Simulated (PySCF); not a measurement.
**C₆H₆OSi (SMILES C#C[C@H]1C(=C)[SiH2]C1=O): density, localisation and related maps**

```tsv
atom	x (Å)	y (Å)	z (Å)
C	2.6642	0.8857	-0.1015
C	1.6960	0.4140	0.4223
C	0.5065	-0.1793	0.9774
C	-0.7976	0.3863	0.4207
C	-1.1725	1.6530	0.4327
Si	-1.4572	-1.2642	-0.2456
C	0.2859	-1.6390	0.5231
O	1.0207	-2.5764	0.6522
H	3.5223	1.3067	-0.5327
H	0.5512	-0.1290	2.0712
H	-0.5596	2.4302	0.8654
H	-2.1093	1.9699	0.0047
H	-1.5641	-1.3983	-1.6937
H	-2.5873	-1.8600	0.4617
```

Geometry: GFN2-xTB.

Method: PBE0/pcSseg-1, SCF density, gas phase, non-relativistic in PySCF 2.14.0.

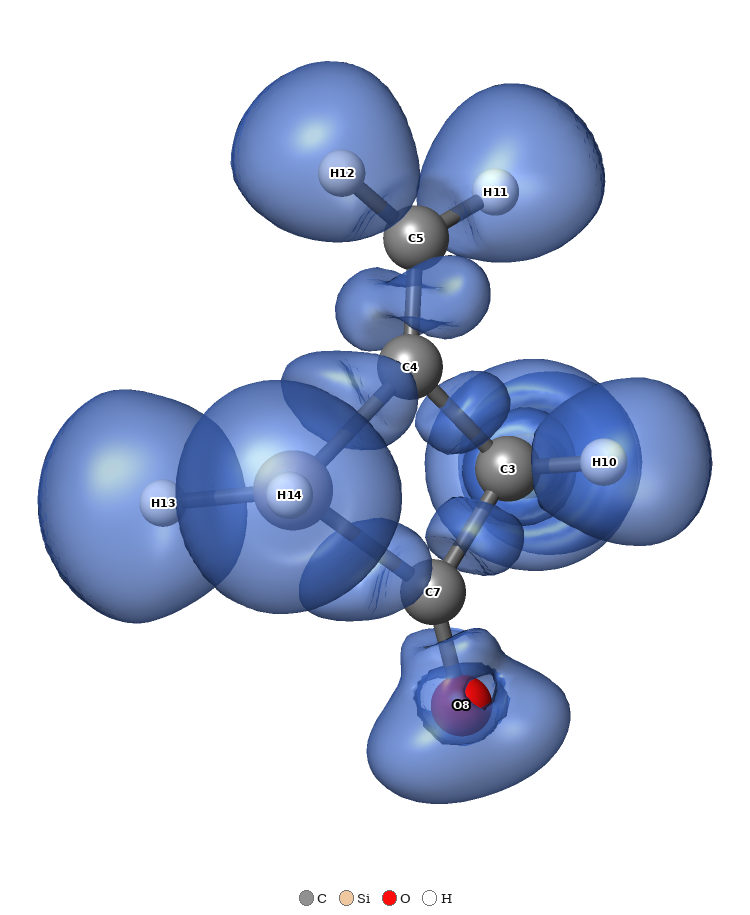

Figure 1. Isosurface of the ELF at 0.75 (blue), seen at an oblique angle. Core shells and regions of very low density are left out.

Q: Describe the localisation domains.

A: At this value the surface marks out five regions between bonded C–C atoms (shared pairs), two regions between bonded C–Si atoms (shared pairs), six regions around hydrogen nuclei and one region on O in which the atom's valence shell and bonds are merged.


C–C (1.20 Å): the ELF peaks at about 0.85 between the atoms (a multiple bond). C–O (1.20 Å): the ELF peaks at about 0.85 between the atoms; a multiple bond.

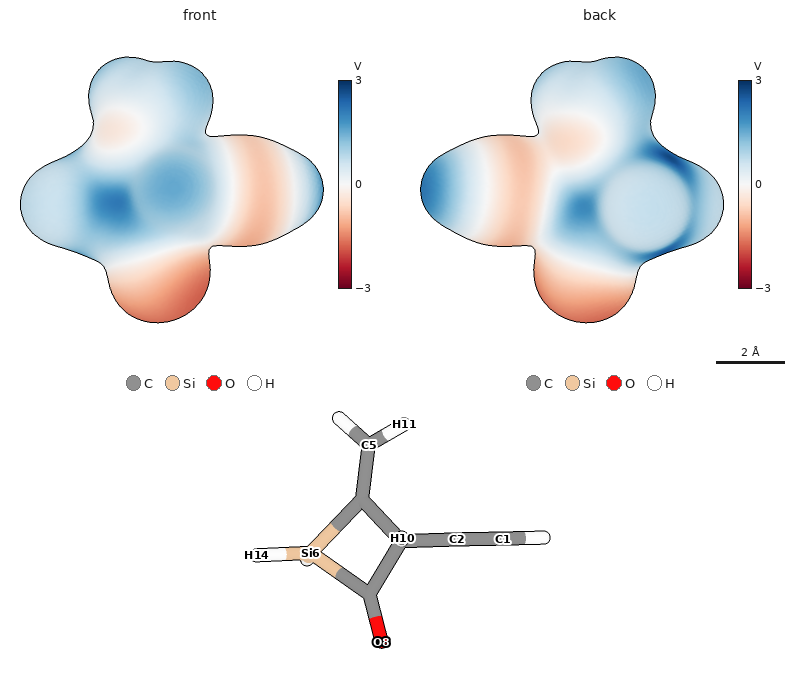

Figure 2. The electrostatic potential painted on the density surface at 0.004 e/bohr³, seen from the front and from behind; red is negative and blue positive. The bare structure is drawn below in the same view.

Q: Describe the electrostatic potential map.

A: The most negative region (about −1.7 V) lies over O8, the most positive (about +2.5 V) over Si6. O8 is the likeliest acceptor of a hydrogen bond.

Q: What dipole moment does the calculation give?

A: Its dipole moment is 2.96 D.

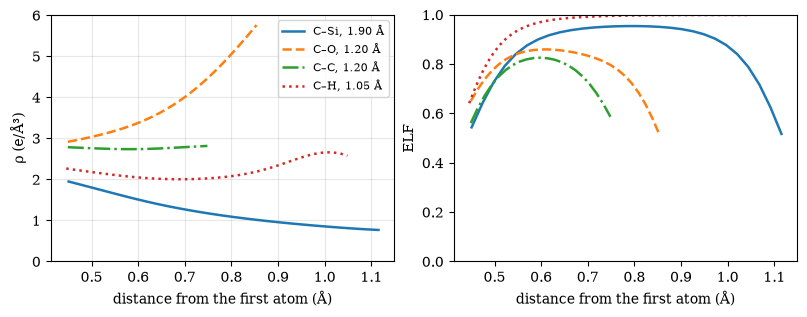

Figure 3. Electron density and electron localisation function along straight lines between neighbouring atoms. The curves leave out the atomic cores.

Q: What can be read from the curves?

A: C–Si (1.90 Å): ρ at the midpoint is about 0.9 e/Å³; the ELF peaks at about 0.95 between the atoms; a shared electron pair.
C–O (1.20 Å): ρ at the midpoint is about 3.4 e/Å³; the ELF peaks at about 0.85 between the atoms (a short, multiple covalent bond).
C–C (1.20 Å): ρ is about 2.7 e/Å³ halfway; the ELF peaks at about 0.85 between the atoms (a short, multiple covalent bond).
C–H (1.05 Å): ρ is about 2.1 e/Å³ halfway; the ELF climbs to about 1 towards the hydrogen, as it does in any bond to H (a covalent bond by its length).
